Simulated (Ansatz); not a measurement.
# doublet Al2H4Se+ at 6 levels

We compute a comparison of 6 runs (UHF/STO-3G, U-revPBE/cc-pVDZ, UB3LYP/cc-pVDZ, UBHLYP/cc-pVDZ, UCAM-B3LYP/cc-pVDZ, UCCSD/cc-pVDZ) of doublet Al2H4Se+. 

The results are computed with Ansatz 0.2.0.

51 further runs of the same task are left out: 51 set aside as unsound or not needed. Runs told in other sessions of the task aren't counted.

## (1) Starting point

Al2H4Se+ has 7 atoms, charge +1, and is taken as a doublet. SMILES of the parent species: `[AlH2][AlH][SeH]`. Geometry: relaxed at PBE0-D4/def2-TZVP. This is one conformer, not always the lowest. That shape belongs to the parent species and isn't relaxed for this state.

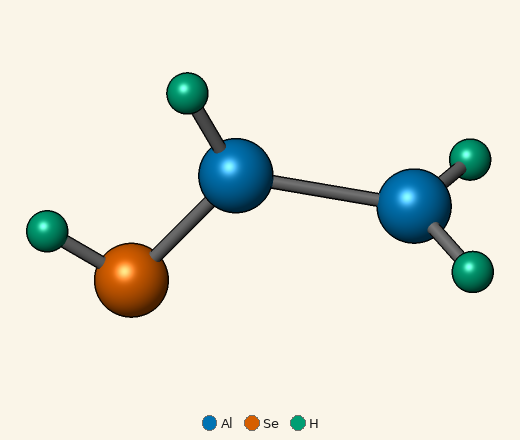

Viewed from a chosen angle; aluminium blue, selenium orange, hydrogen teal.

## (2) The energy at UHF/STO-3G (run 1)

molecule.yaml reads:

```yaml
crystal:
  periodic: [false, false, false]
  atoms:
    - {symbol: Al, position_ang: [-1.578100, 0.539600, -0.900300]}
    - {symbol: Al, position_ang: [0.683400, 0.231600, 0.310300]}
    - {symbol: Se, position_ang: [1.280700, -1.943000, 0.899300]}
    - {symbol: H, position_ang: [-1.688000, 0.476100, -2.487900]}
    - {symbol: H, position_ang: [-2.924300, 0.803000, -0.090900]}
    - {symbol: H, position_ang: [1.737000, 1.353100, 0.713600]}
    - {symbol: H, position_ang: [2.550600, -1.528300, 1.510400]}
basis:
  gaussian:
    orbitals: STO-3G
accuracy: high
output:
  orbitals: {seedname: orbitals}
hamiltonian:
  xc: hf
total_charge: 1
magnetization:
  spin_polarized: true
  initial_magnetization: 1
```

Command:

```
$ ansatz run molecule.yaml --threads 1 --pin off --max-ram 2610MiB --events-out events.jsonl --progress --plain --runs-dir runs
```

The program printed:

```text
Warning: RAYON_NUM_THREADS=1 ignored (pool sized by the plan → 1); use --threads N
Functional definition: HF
  name "HF"
  exchange = exact_x
  correlation = 0
641 factors; integrals over basis functions are off by at most 2.0e-8 eV
mean field evaluation 1: about -77650.0368 eV, gradient 1.7e1 eV
mean field evaluation 2: about -77650.0508 eV, gradient 1.6e1 eV
mean field evaluation 4: about -77653.2492 eV, gradient 1.2e0 eV
mean field evaluation 8: about -77653.2948 eV, gradient 4.7e-2 eV
mean field evaluation 16: about -77651.2423 eV, gradient 1.1e1 eV
mean field evaluation 32: about -77653.5009 eV, gradient 6.3e-6 eV
mean field evaluation 64: about -77652.9405 eV, gradient 1.1e0 eV
mean field evaluation 96: about -77653.0337 eV, gradient 1.0e0 eV
mean field evaluation 128: about -77652.7734 eV, gradient 2.1e0 eV
mean field -77653.50085378 eV, -2853.7135209432 hartree, gradient 2.3e-8 eV, S^2 0.755351; 2 other end points of the search recorded, 0 dependent functions left out
reference -77653.50085378 eV, -2853.7135209432 hartree; 32, 31 occupied and 8, 9 virtual orbitals, 641 factors
Total energy: -77653.50085378 eV, -2853.7135209432 hartree
```

It took 1.9 s on 1 thread of Arm Neoverse V2, shared host; peak memory 0.11 GiB.

## (3) The energy at U-revPBE/cc-pVDZ (run 2)

run.yaml reads:

```yaml
crystal:
  periodic: [false, false, false]
  atoms:
    - {symbol: Al, position_ang: [-1.578100, 0.539600, -0.900300]}
    - {symbol: Al, position_ang: [0.683400, 0.231600, 0.310300]}
    - {symbol: Se, position_ang: [1.280700, -1.943000, 0.899300]}
    - {symbol: H, position_ang: [-1.688000, 0.476100, -2.487900]}
    - {symbol: H, position_ang: [-2.924300, 0.803000, -0.090900]}
    - {symbol: H, position_ang: [1.737000, 1.353100, 0.713600]}
    - {symbol: H, position_ang: [2.550600, -1.528300, 1.510400]}
basis:
  gaussian:
    orbitals: cc-pVDZ
total_charge: 1
magnetization:
  spin_polarized: true
  initial_magnetization: 1
hamiltonian:
  xc: {name: revPBE}
accuracy: high
output: {orbitals: {seedname: orbitals}}
```

Command:

```
$ ansatz run run.yaml --threads 1 --pin off --max-ram 2610MiB --events-out events.jsonl --progress --plain --runs-dir runs
```

The program printed:

```text
Warning: RAYON_NUM_THREADS=1 ignored (pool sized by the plan → 1); use --threads N
Functional definition: revPBE
  name "revPBE"
  parameter kappa = 1.245
  parameter beta = 0.06672455060314922
  exchange = pbe_x(kappa = kappa, mu = beta*pi^2/3)
  correlation = pbe_c(beta = beta)
1802 factors; integrals over basis functions are off by at most 4.8e-9 eV
mean field evaluation 1: about -78587.6630 eV, gradient 2.0e1 eV
mean field evaluation 2: about -78560.0670 eV, gradient 5.4e1 eV
mean field evaluation 4: about -78587.6826 eV, gradient 1.6e1 eV
mean field evaluation 8: about -78590.6769 eV, gradient 5.5e0 eV
mean field evaluation 16: about -78591.1131 eV, gradient 2.5e-2 eV
mean field evaluation 32: about -78591.1090 eV, gradient 8.9e-2 eV
mean field -78591.11315553 eV, -2888.1701374958 hartree, gradient 2.3e-8 eV, S^2 0.753885; 5 other end points of the search recorded, 0 dependent functions left out
reference -78591.11316092 eV, -2888.1701376941 hartree; 32, 31 occupied and 51, 52 virtual orbitals, 1802 factors
Total energy: -78591.11316092 eV, -2888.1701376941 hartree
```

Wall time 30 s (1 thread of Arm Neoverse V2, shared host); peak memory 0.29 GiB.

## (4) A single-point energy at UB3LYP/cc-pVDZ (run 3)

molecule.yaml reads:

```yaml
crystal:
  periodic: [false, false, false]
  atoms:
    - symbol: Al
      position_ang: [-1.578100, 0.539600, -0.900300]
    - symbol: Al
      position_ang: [0.683400, 0.231600, 0.310300]
    - symbol: Se
      position_ang: [1.280700, -1.943000, 0.899300]
    - symbol: H
      position_ang: [-1.688000, 0.476100, -2.487900]
    - symbol: H
      position_ang: [-2.924300, 0.803000, -0.090900]
    - symbol: H
      position_ang: [1.737000, 1.353100, 0.713600]
    - symbol: H
      position_ang: [2.550600, -1.528300, 1.510400]
basis:
  gaussian:
    orbitals: cc-pVDZ
magnetization:
  spin_polarized: true
  initial_magnetization: 1
hamiltonian:
  xc: {name: B3LYP}
total_charge: 1
accuracy: high
output: {orbitals: {seedname: orbitals}}
```

Command:

```
$ ansatz run molecule.yaml --threads 1 --pin off --max-ram 2610MiB --events-out events.jsonl --progress --plain --runs-dir runs
```

The program printed:

```text
Warning: RAYON_NUM_THREADS=1 ignored (pool sized by the plan → 1); use --threads N
Functional definition: B3LYP
  name "B3LYP"
  parameter a0 = 0.2
  parameter ax = 0.72
  parameter ac = 0.81
  exchange = (1 - a0 - ax)*slater_x + ax*b88_x + a0*exact_x
  correlation = (1 - ac)*vwn_rpa_c + ac*lyp_c
1802 factors; integrals over basis functions are off by at most 4.8e-9 eV
mean field evaluation 1: about -78598.5480 eV, gradient 1.8e1 eV
mean field evaluation 2: about -78586.4967 eV, gradient 3.9e1 eV
mean field evaluation 4: about -78601.2153 eV, gradient 1.9e0 eV
mean field evaluation 8: about -78601.3124 eV, gradient 2.5e-1 eV
mean field evaluation 16: about -78601.3370 eV, gradient 4.6e-1 eV
mean field evaluation 32: about -78601.3071 eV, gradient 5.4e-1 eV
mean field -78601.35711643 eV, -2888.5465961154 hartree, gradient 1.8e-8 eV, S^2 0.757825; 5 other end points of the search recorded, 0 dependent functions left out
reference -78601.35716140 eV, -2888.5465977679 hartree; 32, 31 occupied and 51, 52 virtual orbitals, 1802 factors
Total energy: -78601.35716140 eV, -2888.5465977679 hartree
```

Wall time 40 s (1 thread of Arm Neoverse V2, shared host); peak memory 0.45 GiB.

Runs 4 to 5 aren't shown in full; the table further down has their settings and results.

## (5) A single-point energy at UCCSD/cc-pVDZ (run 6)

job.yaml reads:

```yaml
crystal:
  periodic: [false, false, false]
  atoms:
    - {symbol: Al, position_ang: [-1.578100, 0.539600, -0.900300]}
    - {symbol: Al, position_ang: [0.683400, 0.231600, 0.310300]}
    - {symbol: Se, position_ang: [1.280700, -1.943000, 0.899300]}
    - {symbol: H, position_ang: [-1.688000, 0.476100, -2.487900]}
    - {symbol: H, position_ang: [-2.924300, 0.803000, -0.090900]}
    - {symbol: H, position_ang: [1.737000, 1.353100, 0.713600]}
    - {symbol: H, position_ang: [2.550600, -1.528300, 1.510400]}
basis:
  gaussian:
    orbitals: cc-pVDZ
total_charge: 1
magnetization:
  spin_polarized: true
  initial_magnetization: 1
correlation:
  method: ccsd
  frozen_orbitals: {Al: 5, H: 0, Se: 9}
accuracy: high
scf:
  omitted_lower_state_checks: [cluster_reference, increment]
```

Command:

```
$ ansatz run job.yaml --threads 1 --pin off --max-ram 2610MiB --events-out events.jsonl --progress --plain --runs-dir runs
```

The program printed:

```text
Warning: RAYON_NUM_THREADS=1 ignored (pool sized by the plan → 1); use --threads N
[... 13 lines left out ...]
19 core orbitals not correlated: weight in the atoms' cores, before any rotation towards them, 1.000 or more for the frozen orbitals, at most 0.000 for the correlated occupied ones
[... 48 lines left out ...]
Total energy: -78531.23784530 eV, -2885.9697604299 hartree
Checks for a lower state left out: cluster_reference, increment
```

Run time: 75 s. Hardware: 1 thread of Arm Neoverse V2, shared host; peak memory 0.61 GiB.

## (6) All runs side by side

```csv
run,level,frozen core orbitals,energy (Eh),HOMO energy (eV),LUMO energy (eV),⟨S²⟩,wall time
1,UHF/STO-3G,–,-2853.713521,-11.27,-4.59,0.755,1.9 s
2,U-revPBE/cc-pVDZ,–,-2888.170138,-11.29,-11.23,0.754,30 s
3,UB3LYP/cc-pVDZ,–,-2888.546598,-11.95,-10.94,0.758,40 s
4,UBHLYP/cc-pVDZ,–,-2888.450091,-12.86,-10.12,0.760,26 s
5,UCAM-B3LYP/cc-pVDZ,–,-2888.580851,-13.16,-9.90,0.758,47 s
6,UCCSD/cc-pVDZ,19,-2885.969760,–,–,0.759,75 s
```

## (7) Summary of results

| quantity | value |
| --- | --- |
| run 6: total energy | -2885.96976 Eh |
| run 6: correlation energy (19 core orbitals frozen) | -280.6 mEh |
| run 6: ⟨S²⟩ of the reference determinant | 0.759 |
| run 6: T1 diagnostic | 0.012 |

In words: Totals of different functionals can't be ranked against each other. In run 1 the basis is minimal, so the values are rough. All runs together took 3.7 min, the longest 75 s.
